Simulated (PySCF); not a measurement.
**C₃H₄ClO+: runs on many settings**

Which settings matter for C₃H₄ClO+ (`C[C@@H](Cl)C#[O+]`)?

Computed with PySCF 2.14.0, with density-fitted response routines of our own, on a single molecule in the gas phase. Atoms are numbered from 0 throughout.

**1. The starting structure**

9 atoms, charge 1, multiplicity 1; geometry from: GFN2-xTB.

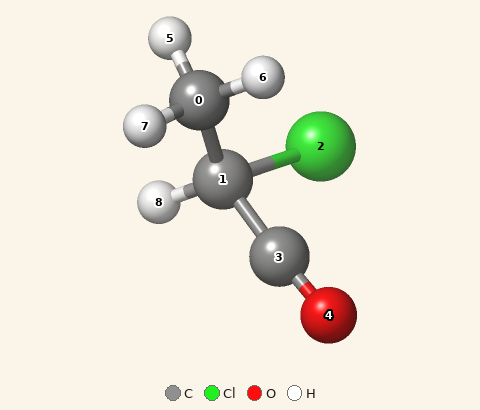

The starting geometry (carbon grey, chlorine green, oxygen red, hydrogen white), atoms numbered; sticks join atoms by distance.

**2. Excited states and response: OLYP/IGLO-II**

What the job is given:

```
{"job": {"kind": "uv", "xc": "OLYP", "basis": "IGLO-II", "nstates": 12, "ntriplets": 2, "tda": true, "grid": 4, "scf": {"level_shift": 0.3}}, "charge": 1, "multiplicity": 1}
C     -1.041276    -0.290330     0.026011
C      0.269140     0.448497    -0.198018
Cl     0.894305     1.358592     1.305588
C      1.434064    -0.328701    -0.201629
O      2.361328    -0.951747    -0.135533
H     -1.823842     0.436794     0.228953
H     -0.978114    -0.982357     0.861011
H     -1.310677    -0.839081    -0.874908
H      0.208634     1.154326    -1.036655
```

Level: TDA OLYP/IGLO-II, vertical, gas phase, core orbitals frozen in the response.

The run is started by

```
$ OMP_NUM_THREADS=1 python probes_run.py task.json out
```

The driver reads the jobs from task.json and runs them one after another.

The program printed:

```text
final grid: 205608 points
cycle   1  E = -651.5455199690  dE =  1.057e+00  |g| = 1.017e+00  |ddm| = 2.378e+00
cycle   2  E = -651.2375129653  dE =  3.080e-01  |g| = 1.798e+00  |ddm| = 1.492e+00
cycle   3  E = -651.7004206892  dE = -4.629e-01  |g| = 6.730e-01  |ddm| = 4.798e-01
cycle   4  E = -651.7882996185  dE = -8.788e-02  |g| = 2.598e-01  |ddm| = 2.965e-01
cycle   5  E = -651.8017839936  dE = -1.348e-02  |g| = 7.566e-02  |ddm| = 1.215e-01
cycle   6  E = -651.8031814041  dE = -1.397e-03  |g| = 1.761e-02  |ddm| = 4.341e-02
cycle   7  E = -651.8032844480  dE = -1.030e-04  |g| = 5.476e-03  |ddm| = 1.532e-02
cycle   8  E = -651.8032961317  dE = -1.168e-05  |g| = 2.100e-03  |ddm| = 5.706e-03
cycle   9  E = -651.8032978049  dE = -1.673e-06  |g| = 1.142e-03  |ddm| = 2.317e-03
cycle  10  E = -651.8032982568  dE = -4.518e-07  |g| = 5.311e-04  |ddm| = 1.059e-03
cycle  11  E = -651.8032983722  dE = -1.155e-07  |g| = 2.542e-04  |ddm| = 5.402e-04
cycle  12  E = -651.8032984071  dE = -3.483e-08  |g| = 1.510e-04  |ddm| = 3.080e-04
cycle  13  E = -651.8032984196  dE = -1.259e-08  |g| = 8.315e-05  |ddm| = 1.861e-04
cycle  14  E = -651.8032984244  dE = -4.758e-09  |g| = 4.143e-05  |ddm| = 1.159e-04
cycle  15  E = -651.8032984261  dE = -1.677e-09  |g| = 2.773e-05  |ddm| = 7.280e-05
cycle  16  E = -651.8032984268  dE = -7.365e-10  |g| = 1.694e-05  |ddm| = 4.753e-05
level shift removed, Fock matrix diagonalised once more
converged SCF energy = -651.8032984268

Static polarisability (au): isotropic 44.499, principal 31.991 49.607 51.898

Singlet excitations
state   eV       nm        f      main configurations
  1   4.2894    289.0   0.00416   H->L 0.64, H->L+1 0.35
  2   4.4492    278.7   0.00037   H->L+1 0.61, H->L 0.34
  3   4.5207    274.3   0.00108   H-1->L+1 0.53, H-1->L 0.43
  4   4.9538    250.3   0.02347   H-1->L 0.49, H-1->L+1 0.42
  5   6.1576    201.4   0.00392   H-2->L+1 0.62, H-2->L 0.36
  6   6.1970    200.1   0.00250   H-3->L 0.84, H-2->L 0.10
  7   6.3402    195.6   0.01189   H-3->L+1 0.54, H-2->L 0.15, H-2->L+1 0.14
  8   6.5274    189.9   0.03606   H-3->L+1 0.42, H-2->L 0.25, H-2->L+1 0.18
  9   6.9434    178.6   0.00058   H->L+2 0.98
 10   7.4064    167.4   0.01090   H-1->L+2 0.61, H-4->L 0.30
 11   7.7171    160.7   0.04081   H-4->L 0.60, H-1->L+2 0.16
 12   8.0117    154.8   0.02519   H-4->L+1 0.53, H-5->L 0.40

Triplet excitations (Tamm-Dancoff, eV): 3.8963 4.0757
```

Wall time 40 s (1 thread of Arm Neoverse N1, shared host); peak memory 0.48 GiB.

Frontier orbitals and where they lie:

| orbital | eV | atoms |
| --- | --- | --- |
| HOMO−3 | -15.27 | C0 49 %, H5 22 %, H6 16 % |
| HOMO−2 | -15.11 | C0 39 %, H7 20 %, Cl2 16 % |
| HOMO−1 | -13.50 | Cl2 86 %, O4 5 % |
| HOMO | -13.24 | Cl2 90 % |
| LUMO | -9.12 | C3 42 %, O4 23 %, Cl2 22 % |
| LUMO+1 | -8.99 | C3 49 %, O4 27 %, Cl2 10 % |
| LUMO+2 | -6.55 | C1 32 %, Cl2 30 %, C3 18 % |

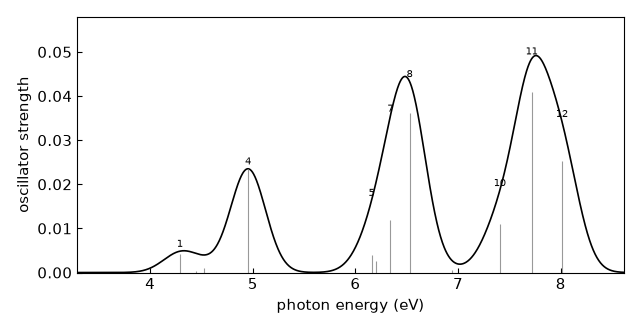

Absorption spectrum from the 12 singlet states computed; above the last one it falls off for lack of states. Lines are broadened to a width of 0.40 eV (Gaussian).

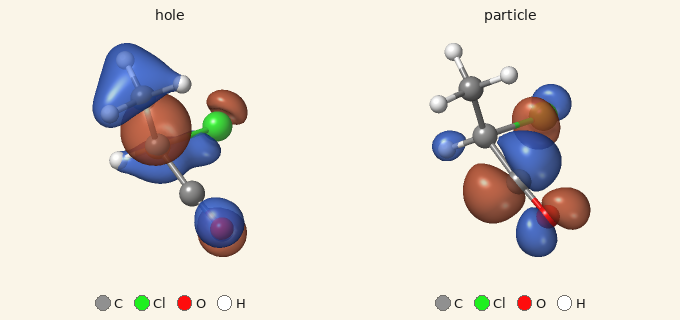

Leading natural transition orbitals of singlet state 11: the electron leaves the hole (left) for the particle orbital (right).

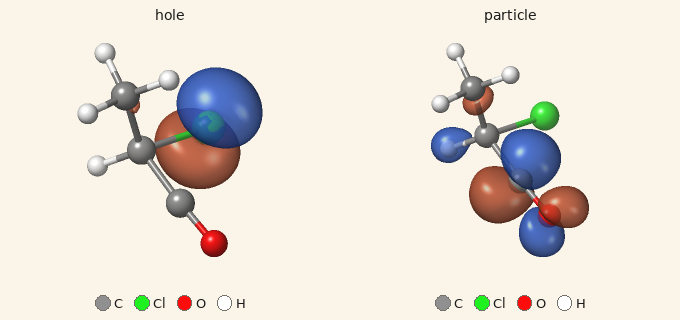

Leading natural transition orbitals of singlet state 1: the electron leaves the hole (left) for the particle orbital (right).

Ground-state properties from the same run:

| property | computed |
| --- | --- |
| polarisability (Å³) | 6.59 |
| HOMO–LUMO gap (eV) | 4.13 |
| −ε(HOMO) (eV) | 13.24 |

The fields below are evaluated on a grid from the run's orbitals.

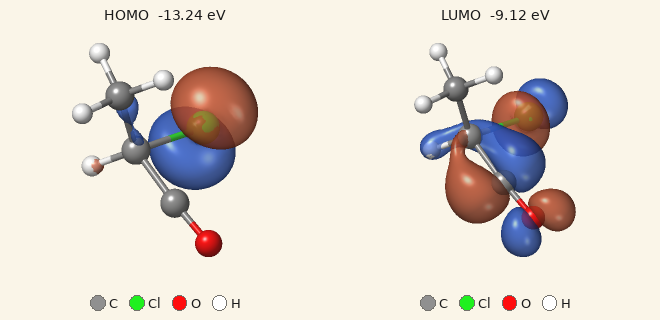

OLYP/IGLO-II orbitals near the gap, drawn at the value that encloses 70 % of each; the two colours are the two signs.

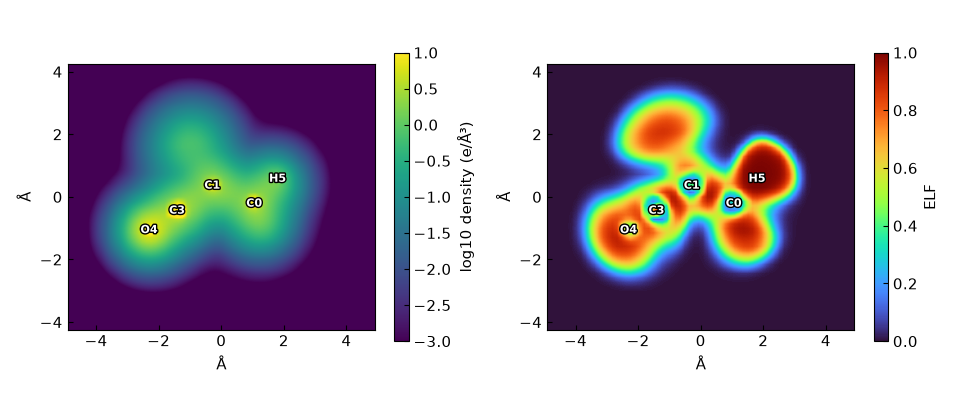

Density (left) and ELF (right) in a plane through or near 5 of the atoms.

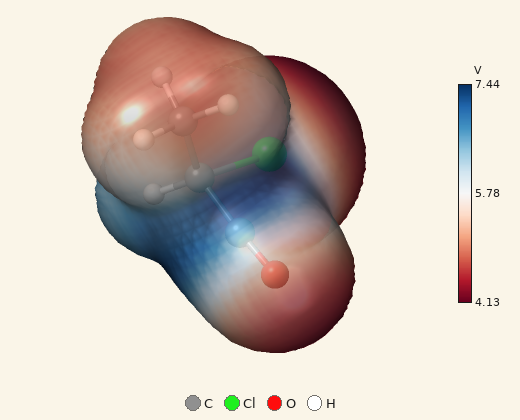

Electrostatic potential on the surface of density 0.002 e/bohr³; red is low, blue high. It runs from 4.13 V near Cl2 to 7.44 V near C3.

**3. Nuclear shieldings: LDA/6-31G**

Same as in step 2 but for these lines:

```diff
@@ -1,2 +1,2 @@
-{"job": {"kind": "uv", "xc": "OLYP", "basis": "IGLO-II", "nstates": 12, "ntriplets": 2, "tda": true, "grid": 4, "scf": {"level_shift": 0.3}}, "charge": 1, "multiplicity": 1}
+{"job": {"kind": "nmr", "xc": "LDA", "basis": "6-31G", "pop": false}, "charge": 1, "multiplicity": 1}
 C     -1.041276    -0.290330     0.026011
```

Method: GIAO LDA/6-31G NMR shielding, non-relativistic, gas phase.

The program printed:

```text
coarse grid: 8448 points
cycle   1  E = -648.4830732607  dE =  1.086e+00  |g| = 8.116e-01  |ddm| = 3.070e+00
cycle   2  E = -647.1147770144  dE =  1.368e+00  |g| = 2.683e+00  |ddm| = 3.003e+00
cycle   3  E = -648.5849670151  dE = -1.470e+00  |g| = 4.431e-01  |ddm| = 2.131e+00
cycle   4  E = -648.6422890850  dE = -5.732e-02  |g| = 8.946e-02  |ddm| = 6.290e-01
cycle   5  E = -648.6429734303  dE = -6.843e-04  |g| = 7.176e-02  |ddm| = 1.995e-01
cycle   6  E = -648.6446127909  dE = -1.639e-03  |g| = 8.458e-03  |ddm| = 1.079e-01
cycle   7  E = -648.6446294592  dE = -1.667e-05  |g| = 3.656e-03  |ddm| = 1.350e-02
cycle   8  E = -648.6446332077  dE = -3.749e-06  |g| = 3.915e-04  |ddm| = 4.368e-03
final grid: 78072 points
cycle   9  E = -648.6050248416  dE = -4.845e-06  |g| = 3.572e-03  |ddm| = 1.300e-02
cycle  10  E = -648.6050170555  dE =  7.786e-06  |g| = 6.249e-03  |ddm| = 1.018e-02
cycle  11  E = -648.6050277887  dE = -1.073e-05  |g| = 1.290e-03  |ddm| = 8.258e-03
cycle  12  E = -648.6050282166  dE = -4.279e-07  |g| = 3.602e-04  |ddm| = 1.417e-03
cycle  13  E = -648.6050282396  dE = -2.299e-08  |g| = 1.952e-04  |ddm| = 4.852e-04
cycle  14  E = -648.6050282478  dE = -8.147e-09  |g| = 3.192e-05  |ddm| = 1.783e-04
cycle  15  E = -648.6050282481  dE = -3.122e-10  |g| = 3.588e-06  |ddm| = 5.259e-05
converged SCF energy = -648.6050282481

GIAO shielding tensors (ppm)
atom      isotropic    diamagn.    paramagn.     s11        s22        s33       span
  0 C      177.750     246.798     -69.049    153.155    177.755    202.339     49.184
  1 C      159.199     250.336     -91.137    126.599    171.712    179.285     52.686
  2 Cl     443.807    1142.609    -698.802     18.749    383.241    929.432    910.683
  3 C       52.367     268.089    -215.723    -52.467    -34.197    243.764    296.231
  4 O      -27.122     393.308    -420.430   -193.172    -16.054    127.861    321.033
  5 H       29.316      26.706       2.610     24.681     27.118     36.148     11.467
  6 H       29.733      27.665       2.067     25.330     28.306     35.562     10.232
  7 H       29.713      27.013       2.699     24.441     27.052     37.644     13.203
  8 H       26.075      26.097      -0.022     21.740     24.149     32.335     10.596
```

It took 9.6 s on 1 thread of Arm Neoverse N1, shared host; peak memory 0.34 GiB.

Shifts follow as δ = σ(reference) − σ, with reference shieldings (ppm) from runs at the same level and on the same kind of geometry: ¹H TMS 32.51, ¹³C TMS 198.3, ¹⁷O H2O 326.2. The references are single molecules in the gas phase, so shifts against H2O, NH3, PH3, H3PO4 or CFCl3 are not on the usual liquid scales and can be off by tens of ppm. Atoms listed in one row are averaged.

```
     atoms                         environment  σ (ppm)  δ (ppm)
        C3                      acylium carbon     52.4    146.0
        C1                 sp3 CH bonded to Cl    159.2     39.1
        C0                       methyl carbon    177.7     20.6
        H8  hydrogen on an sp3 CH bonded to Cl    26.07     6.44
H5, H6, H7         hydrogen on a methyl carbon    29.59     2.93
       Cl2                chlorine bonded to C      444        –
        O4                  oxygen bonded to C    -27.1    353.3
```

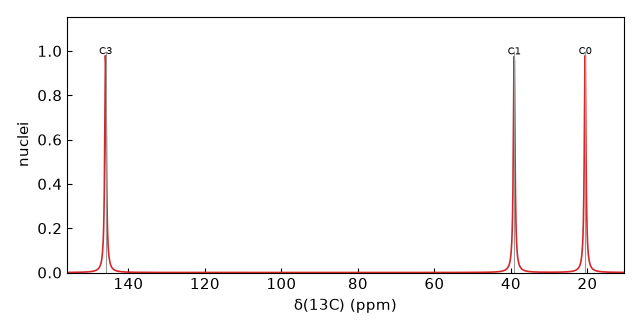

¹³C lines at the computed shifts, without couplings. Lines are broadened to a width of 0.50 ppm (Lorentzian).

[end of part 1 of 2]
